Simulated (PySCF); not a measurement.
C₅H₁₄BNSi

Input

```
{"job": {"kind": "nmr", "xc": "PBE0", "basis": "pcSseg-1"}, "charge": 0, "multiplicity": 1}
Si     3.274457     0.136759     1.090735
N      1.916927    -0.629583     0.314366
B      0.534448    -0.397410     0.286274
C     -0.428543    -1.375432    -0.520605
C     -1.608786    -0.635166    -1.161048
C     -2.301094     0.279370    -0.154741
C     -1.357774     1.371967     0.340023
C     -0.156166     0.782985     1.090550
H      3.944483    -0.888224     1.899388
H      4.176492     0.615050     0.036515
H      2.819230     1.238806     1.929168
H      2.209075    -1.430686    -0.231916
H     -0.833341    -2.109942     0.184163
H      0.091489    -1.952297    -1.291071
H     -1.244911    -0.031548    -1.996640
H     -2.330222    -1.352527    -1.562739
H     -3.177603     0.737720    -0.620914
H     -2.646783    -0.312412     0.696268
H     -1.906601     2.059746     0.989560
H     -0.999104     1.945313    -0.518349
H     -0.517954     0.376855     2.041163
H      0.531871     1.590043     1.346645
```

Launched as:

```sh
OMP_NUM_THREADS=1 python probes_run.py task.json out
```

Geometry: GFN2-xTB.

The calculation used PySCF 2.14.0, PBE0/pcSseg-1, SCF density, gas phase, non-relativistic.

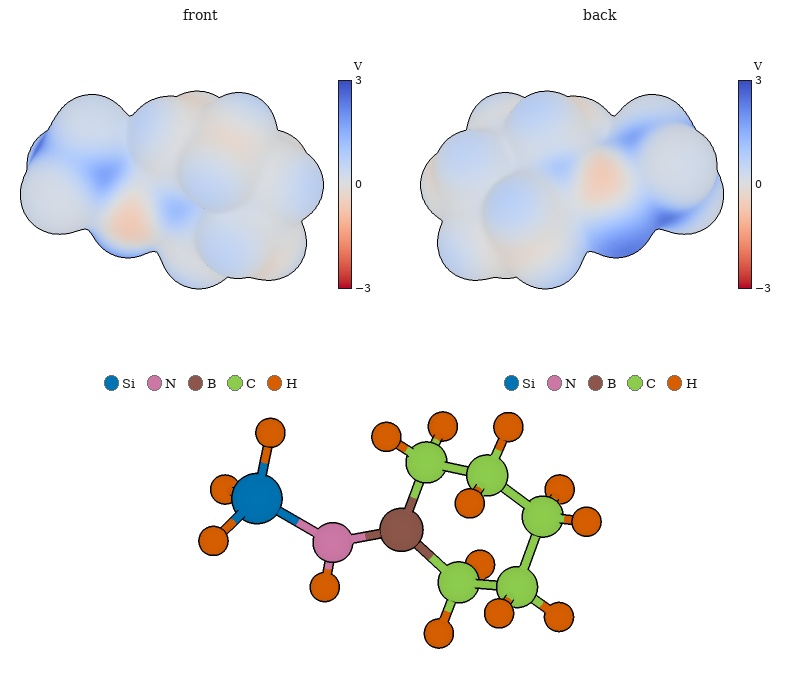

Figure 1. The electrostatic potential painted on the density surface at 0.004 e/bohr³, seen from the front and from behind; the colour scale runs from red (negative) to blue (positive). The bare structure is drawn below in the same view.

Question: Where is the surface potential most negative and most positive?

Answer: The most negative region (about −0.5 V) lies over N2, the most positive (about +2.2 V) over Si1 and H12.

Question: How polar is the molecule by this calculation?

Answer: Its dipole moment is 0.92 D.

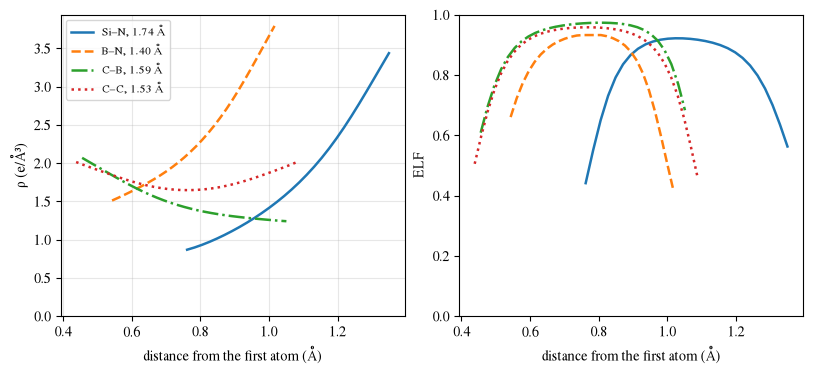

Figure 2. Electron density and electron localisation function along straight lines between neighbouring atoms. The curves leave out the atomic cores.

Question: What can be read from the curves?

Answer: Si–N (1.74 Å): ρ at the midpoint is about 1.1 e/Å³; the ELF peaks at about 0.90 between the atoms; a shared but strongly polarised pair.
B–N (1.40 Å): the density is about 1.9 e/Å³ at the midpoint; the ELF peaks at about 0.95 between the atoms; a short, strongly polar bond.
C–B (1.59 Å): ρ at the midpoint is about 1.4 e/Å³; the ELF peaks at about 1 between the atoms, as expected for localised, covalent bonding.
C–C (1.53 Å): ρ at the midpoint is about 1.6 e/Å³; the ELF peaks at about 0.95 between the atoms (a shared electron pair).
